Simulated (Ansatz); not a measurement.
**PH2 (SMILES [PH2]): levels of theory compared**

Aim: a comparison of 6 runs (U-r2SCAN0/3-21G, UBHLYP/3-21G, USVWN5/3-21G, U-r2SCAN0/6-31G*, UCCSDTQ/3-21G, UCCSD/6-31G*) of PH2. 

The calculation is run with Ansatz 0.2.0.

46 further runs of the same task are left out: 46 set aside as unsound or not needed.

## 1. The molecule

PH2: 3 atoms, total charge 0, spin state doublet. As SMILES, `[PH2]`. The H3–P1 distance was set to 2.088 Å, away from the relaxed value. At this shape a bond of the SMILES string is far longer than usual.

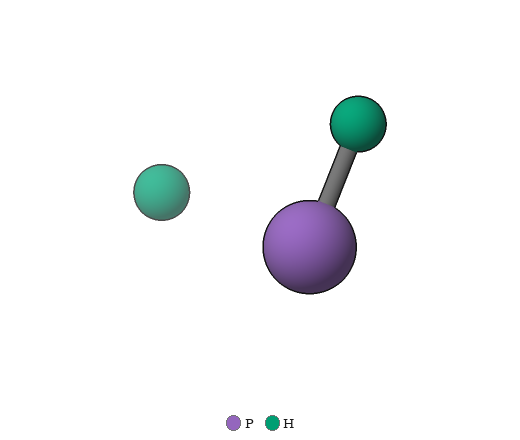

Viewed from a chosen angle; phosphorus purple, hydrogen teal.

## 2. The energy at U-r2SCAN0/3-21G (run 1)

File in.yaml:

```yaml
crystal:
  periodic: [false, false, false]
  atoms:
    - {symbol: P, position_ang: [1.084717, -0.091807, 0.591583]}
    - {symbol: H, position_ang: [0.681757, 1.238303, 0.511323]}
    - {symbol: H, position_ang: [-0.625980, -0.724620, -0.425100]}
basis:
  gaussian: {orbitals: 3-21G.json}
magnetization: {spin_polarized: true, initial_magnetization: 1}
hamiltonian: {xc: {name: r2SCAN0}}
accuracy: high
```

The basis set 3-21G is read from a file made from the Basis Set Exchange's data (not shown).

Command:

```console
ansatz run in.yaml --threads 1 --pin off --max-ram 2610MiB --events-out events.jsonl --progress --plain --runs-dir runs
```

The program printed:

```text
Warning: RAYON_NUM_THREADS=1 ignored (pool sized by the plan → 1); use --threads N
Functional definition: r2SCAN0
  name "r2SCAN0"
  parameter a = 0.25
  parameter k0 = 0.174
  parameter k1 = 0.065
  parameter a1 = 4.9479
  exchange = (1 - a)*r2scan_x(k0 = k0, k1 = k1, a1 = a1) + a*exact_x
  correlation = r2scan_c
318 factors; integrals over basis functions are off by at most 3.8e-9 eV
mean field evaluation 1: about -9269.2329 eV, gradient 2.5e0 eV
mean field evaluation 2: about -9269.2370 eV, gradient 2.7e0 eV
mean field evaluation 4: about -9269.3196 eV, gradient 3.1e-1 eV
mean field evaluation 8: about -9269.3392 eV, gradient 5.9e-2 eV
mean field evaluation 16: about -9269.3395 eV, gradient 2.4e-4 eV
mean field -9269.33948526 eV, -340.6419430992 hartree, gradient 7.9e-8 eV, S^2 0.863984; 2 other end points of the search recorded, 0 dependent functions left out
reference -9269.33948595 eV, -340.6419431245 hartree; 9, 8 occupied and 8, 9 virtual orbitals, 318 factors
Total energy: -9269.33948595 eV, -340.6419431245 hartree
```

Wall time 3.3 s (1 thread of Arm Neoverse V1, shared host); peak memory 0.15 GiB.

## 3. The energy at UBHLYP/3-21G (run 2)

File input.yaml:

```yaml
crystal:
  periodic: [false, false, false]
  atoms:
    - {symbol: P, position_ang: [1.084717, -0.091807, 0.591583]}
    - {symbol: H, position_ang: [0.681757, 1.238303, 0.511323]}
    - {symbol: H, position_ang: [-0.625980, -0.724620, -0.425100]}
basis:
  gaussian:
    orbitals: 3-21G.json
magnetization:
  spin_polarized: true
  initial_magnetization: 1
hamiltonian:
  xc: {name: BHLYP}
accuracy: high
```

The basis set 3-21G is read from a file made from the Basis Set Exchange's data (not shown).

Command:

```console
ansatz run input.yaml --threads 1 --pin off --max-ram 2610MiB --events-out events.jsonl --progress --plain --runs-dir runs
```

The program printed:

```text
Warning: RAYON_NUM_THREADS=1 ignored (pool sized by the plan → 1); use --threads N
Functional definition: BHLYP
  name "BHLYP"
  parameter a = 0.5
  exchange = (1 - a)*b88_x + a*exact_x
  correlation = lyp_c
318 factors; integrals over basis functions are off by at most 3.8e-9 eV
mean field evaluation 1: about -9270.3995 eV, gradient 2.7e0 eV
mean field evaluation 2: about -9270.4608 eV, gradient 1.7e0 eV
mean field evaluation 4: about -9270.4932 eV, gradient 3.0e-1 eV
mean field evaluation 8: about -9270.5227 eV, gradient 9.4e-2 eV
mean field evaluation 16: about -9270.5237 eV, gradient 1.1e-4 eV
mean field -9270.52374647 eV, -340.6854638963 hartree, gradient 5.9e-8 eV, S^2 0.868916; 2 other end points of the search recorded, 0 dependent functions left out
reference -9270.52376313 eV, -340.6854645083 hartree; 9, 8 occupied and 8, 9 virtual orbitals, 318 factors
Total energy: -9270.52376313 eV, -340.6854645083 hartree
```

Wall time 1.1 s (1 thread of Arm Neoverse V1, shared host); peak memory 0.097 GiB.

Run 3 isn't shown in full; the table further down has it.

## 4. The energy at U-r2SCAN0/6-31G(d) (spherical functions) (run 4)

Edit in.yaml of step 2 so:

```diff
@@ -7,3 +7,3 @@
 basis:
-  gaussian: {orbitals: 3-21G.json}
+  gaussian: {orbitals: 6-31G_st_-spherical.json}
 magnetization: {spin_polarized: true, initial_magnetization: 1}
```

The basis set 6-31G* is read from a file made from the Basis Set Exchange's data (not shown).

Command:

```console
ansatz run in.yaml --threads 1 --pin off --max-ram 2610MiB --events-out events.jsonl --progress --plain --runs-dir runs
```

The program printed (excerpt; [...] marks lines left out):

```text
Warning: RAYON_NUM_THREADS=1 ignored (pool sized by the plan → 1); use --threads N
[... 8 set-up lines as earlier in the session ...]
380 factors; integrals over basis functions are off by at most 3.8e-9 eV
mean field evaluation 1: about -9316.4614 eV, gradient 3.4e0 eV
mean field evaluation 2: about -9316.5074 eV, gradient 2.8e0 eV
mean field evaluation 4: about -9316.5942 eV, gradient 2.5e-1 eV
mean field evaluation 8: about -9316.6134 eV, gradient 1.1e-1 eV
mean field evaluation 16: about -9316.6163 eV, gradient 1.9e-3 eV
mean field evaluation 32: about -9314.7425 eV, gradient 6.9e0 eV
mean field -9316.61627622 eV, -342.3793331219 hartree, gradient 9.1e-8 eV, S^2 0.848844; 2 other end points of the search recorded, 0 dependent functions left out
reference -9316.61627726 eV, -342.3793331599 hartree; 9, 8 occupied and 13, 14 virtual orbitals, 380 factors
Total energy: -9316.61627726 eV, -342.3793331599 hartree
```

It took 3.9 s on 1 thread of Arm Neoverse V1, shared host; peak memory 0.15 GiB.

Run 5 isn't shown in full; the table further down has it.

## 5. A single-point energy at UCCSD/6-31G(d) (spherical functions) (run 6)

File molecule.yaml:

```yaml
crystal:
  periodic: [false, false, false]
  atoms:
    - {symbol: P, position_ang: [1.084717, -0.091807, 0.591583]}
    - {symbol: H, position_ang: [0.681757, 1.238303, 0.511323]}
    - {symbol: H, position_ang: [-0.625980, -0.724620, -0.425100]}
basis:
  gaussian:
    orbitals: 6-31G_st_-spherical.json
total_charge: 0
magnetization:
  spin_polarized: true
  initial_magnetization: 1
correlation:
  method: ccsd
  frozen_orbitals: {H: 0, P: 5}
accuracy: high
scf:
  omitted_lower_state_checks: [cluster_reference, increment]
```

The basis set 6-31G* is read from a file made from the Basis Set Exchange's data (not shown).

Command:

```console
ansatz run molecule.yaml --threads 1 --pin off --max-ram 2610MiB --events-out events.jsonl --progress --plain --runs-dir runs
```

The program printed:

```text
Warning: RAYON_NUM_THREADS=1 ignored (pool sized by the plan → 1); use --threads N
[... 13 lines left out ...]
5 core orbitals not correlated: weight in the atoms' cores, before any rotation towards them, 1.000 or more for the frozen orbitals, at most 0.000 for the correlated occupied ones
[... 30 lines left out ...]
Total energy: -9303.47869272 eV, -341.8965358331 hartree
Checks for a lower state left out: cluster_reference, increment
```

Wall time 0.4 s (1 thread of Arm Neoverse V1, shared host).

## 6. Overview of the runs

| run | level | frozen core orbitals | energy (Eh) | ⟨S²⟩ | wall time |
| --- | --- | --- | --- | --- | --- |
| 1 | U-r2SCAN0/3-21G | – | -340.641943 | 0.864 | 3.3 s |
| 2 | UBHLYP/3-21G | – | -340.685465 | 0.869 | 1.1 s |
| 3 | USVWN5/3-21G | – | -339.403478 | 0.759 | 0.56 s |
| 4 | U-r2SCAN0/6-31G* (spherical functions) | – | -342.379333 | 0.849 | 3.9 s |
| 5 | UCCSDTQ/3-21G | 5 | -340.140923 | 1.258 | 13 s |
| 6 | UCCSD/6-31G* (spherical functions) | 5 | -341.896536 | 1.248 | 0.4 s |

## 7. What came out

```
                                          quantity          value
                               run 6: total energy  -341.89654 Eh
run 6: correlation energy (5 core orbitals frozen)     -114.5 mEh
          run 6: ⟨S²⟩ of the reference determinant          1.248
                              run 6: T1 diagnostic          0.079
```

In words: Totals of different functionals can't be ranked against each other. Spin contamination of the reference: run 5 ⟨S²⟩ = 1.26, run 6 ⟨S²⟩ = 1.25, run 2 ⟨S²⟩ = 0.87, run 1 ⟨S²⟩ = 0.86. All runs together took 22 s, the longest 13 s.
